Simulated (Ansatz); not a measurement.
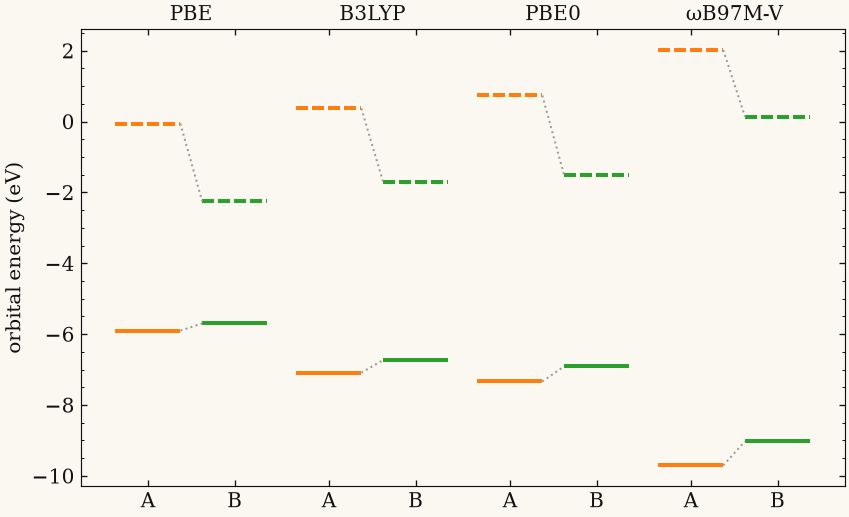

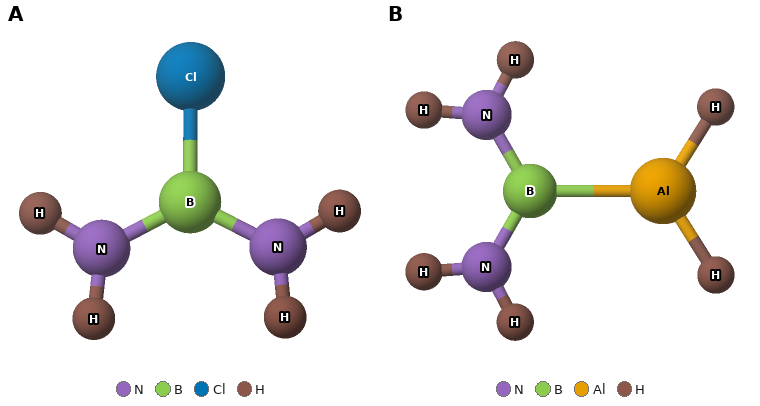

One change: A, BN₂H₄Cl (SMILES NB(N)Cl), becomes B, AlBN₂H₆ (SMILES N[B](N)[AlH2]). Cl on B is replaced by AlH₂. HOMO (solid) and LUMO (dashed) computed in def2-TZVPP at PBE0-D4/def2-TZVP geometries, both minima by their frequencies, gas phase, the Ansatz code. Empty levels above zero depend strongly on the basis.

Q: What does the change do to HOMO and LUMO?

A: PBE: the HOMO rises by 0.20 eV, the LUMO falls by 2.19 eV, and the separation goes from 5.85 to 3.45 eV. B3LYP: the HOMO rises by 0.36 eV, the LUMO falls by 2.07 eV, and the separation goes from 7.46 to 5.03 eV. PBE0: the HOMO rises by 0.43 eV, the LUMO falls by 2.24 eV, and the separation goes from 8.07 to 5.41 eV. ωB97M-V: the HOMO rises by 0.68 eV, the LUMO falls by 1.88 eV, and the separation goes from 11.73 to 9.17 eV.

Q: Do the functionals agree on the effect?

A: They agree on the direction for both levels; the HOMO shift lies between 0.20 and 0.68 eV and the LUMO shift between −2.24 and −1.88 eV, while the separations themselves differ by up to 5.9 eV between functionals.
